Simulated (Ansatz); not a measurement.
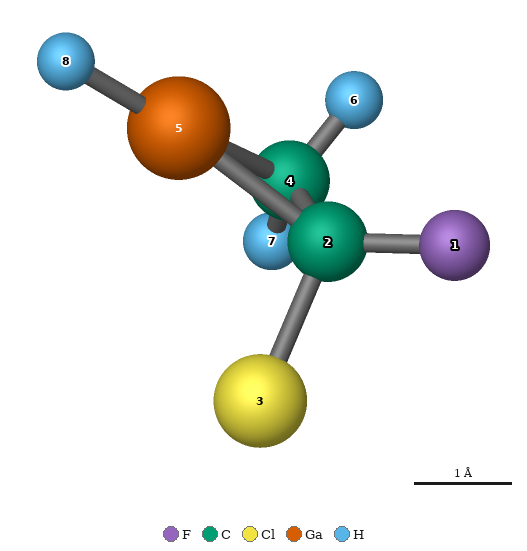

Figure 1. The structure as given in the input (ball-and-stick view, seen at a tilt; atoms are numbered from 1 in the order of the input). Sticks mark near contacts. Bond lengths as drawn: C–C 1.52 Å, C–Cl 1.80 Å, C–F 1.35 Å, C–Ga 1.95 to 1.97 Å, C–H 1.09 Å and Ga–H 1.54 Å.

**Run report: C2H3ClFGa, single-point calculation**

C2H3ClFGa, SMILES F[C]1(Cl)[CH2][GaH]1, computed with RKS PBE0-D4/def2-TZVPP (Ansatz 0.2.0).

The geometry comes from this level: PBE0-D4/def2-TZVP.

Log:
```
Functional definition: PBE0
  name "PBE0"
  cite "Adamo & Barone, J. Chem. Phys. 110, 6158 (1999) doi:10.1063/1.478522"
  cite "Perdew, Burke & Ernzerhof, Phys. Rev. Lett. 77, 3865 (1996) doi:10.1103/PhysRevLett.77.3865"
  parent pbe
  parameter a = 0.25
  parameter kappa = 0.804
  parameter beta = 0.06672455060314922
  exchange = (1 - a)*pbe_x(kappa = kappa, mu = beta*pi^2/3) + a*exact_x
  correlation = pbe_c(beta = beta)
1431 factors; their error is unknown
mean field evaluation 1: about -69715.8813 eV, gradient 6.2e1 eV
mean field evaluation 2: about -69696.6893 eV, gradient 1.0e2 eV
mean field evaluation 4: about -69724.0757 eV, gradient 8.7e0 eV
mean field evaluation 8: about -69724.2368 eV, gradient 1.3e-1 eV
mean field evaluation 16: about -69724.4598 eV, gradient 5.8e-4 eV
mean field -69724.45979117 eV, -2562.3266363890 hartree, gradient 3.9e-5 eV, S^2 0.000000; 0 other end points of the search recorded, 0 dependent functions left out
reference -69724.45982066 eV, -2562.3266374729 hartree; 36, 36 occupied and 189, 189 virtual orbitals, 1431 factors
Total energy: -69724.63094107 eV, -2562.3329260320 hartree
```

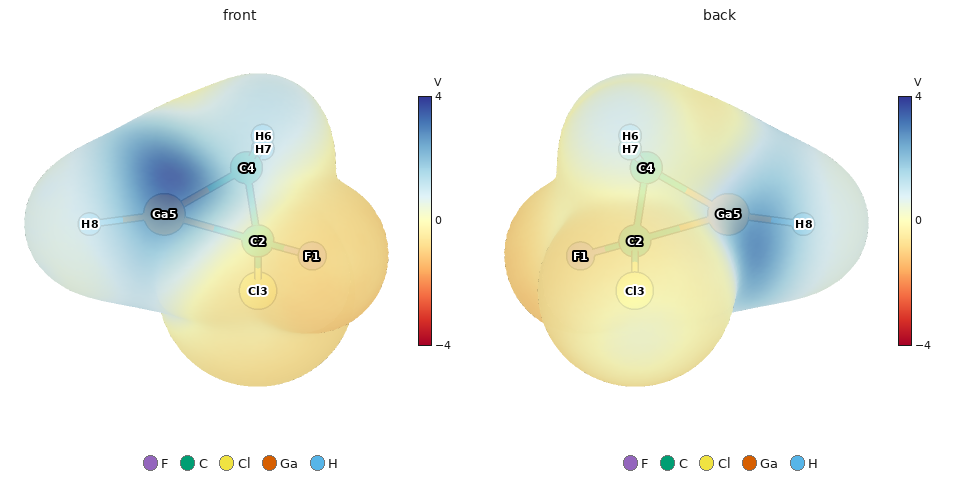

Figure 2. The molecular electrostatic potential painted on the density surface at 0.002 e/bohr³, seen at a tilt and from behind; red is negative and blue positive.

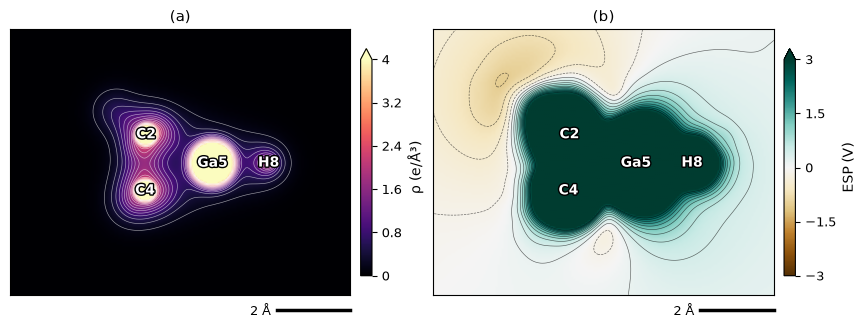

Figure 3. (a) electron density; (b) electrostatic potential on the plane of atoms C4, C2 and Ga5. The section cuts through C, Ga and H sites. C–C (1.52 Å): ρ is about 1.7 e/Å³ halfway.

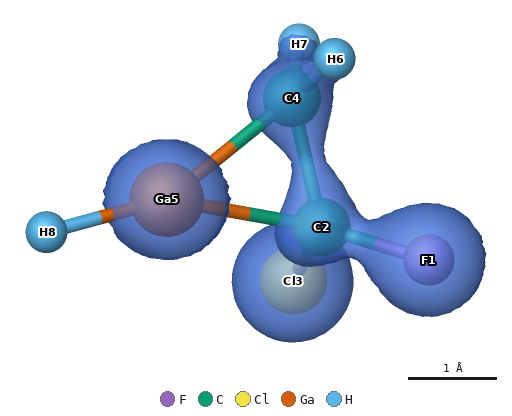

Figure 4. Isosurface of the electron density at 1.5 e/Å³ (blue), seen at a tilt. At this value the surface falls into four separate pieces. It is pinched off along the C–Cl (1.80 Å) and C–Ga (1.95 Å) contacts. On the grid the lowest density along these lines, outside the cores, is 1.8 e/Å³ (C–F, 1.35 Å), 1.7 e/Å³ (C–C, 1.52 Å), 1.2 e/Å³ (C–Cl, 1.80 Å) and 0.74 e/Å³ (C–Ga, 1.95 Å).

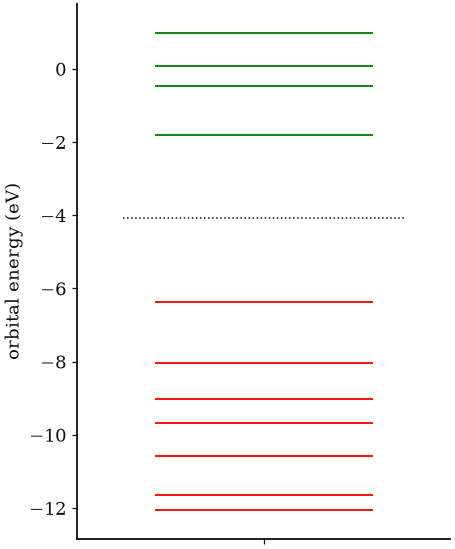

Figure 5. Orbital energies near the frontier; the dotted line parts filled from empty levels, and levels within 0.02 eV of each other stand side by side. Highest filled −6.36 eV, lowest empty −1.81 eV, 4.55 eV apart.

The run was set up as follows.

The input:
```yaml
crystal:
  periodic: [false, false, false]
  atoms:
    - {symbol: F, position_ang: [1.125159, 0.195119, 1.715595]}
    - {symbol: C, position_ang: [0.638225, -0.166779, 0.507590]}
    - {symbol: Cl, position_ang: [1.983081, -0.713859, -0.550645]}
    - {symbol: C, position_ang: [-0.219314, 0.843818, -0.237971]}
    - {symbol: Ga, position_ang: [-0.946477, -0.983527, -0.284513]}
    - {symbol: H, position_ang: [-0.816177, 1.420934, 0.474358]}
    - {symbol: H, position_ang: [0.225639, 1.471650, -1.007218]}
    - {symbol: H, position_ang: [-1.898037, -2.124457, -0.672996]}
basis:
  gaussian: {orbitals: def2-TZVPP}
hamiltonian: {xc: pbe0, dispersion: d4}
output: {orbitals: {seedname: orbitals}}
```

Run as:
```bash
ansatz run in.yaml --threads 4 --pin off --events-out ev --progress --plain --max-ram 10444MiB
```

Key numbers:

```tsv
quantity	value
outcome	converged
total energy	−69724.6309 eV
mean-field energy	−69724.4598 eV
dispersion energy	−0.1711 eV
SCF solution under orbital rotations	stable
HOMO	−6.36 eV
LUMO	−1.81 eV
hardware	4 threads of Intel Xeon, 15 GiB of memory available, shared host
wall time	1.8 s (CPU time 6.1 s)
peak memory	0.65 GiB
```
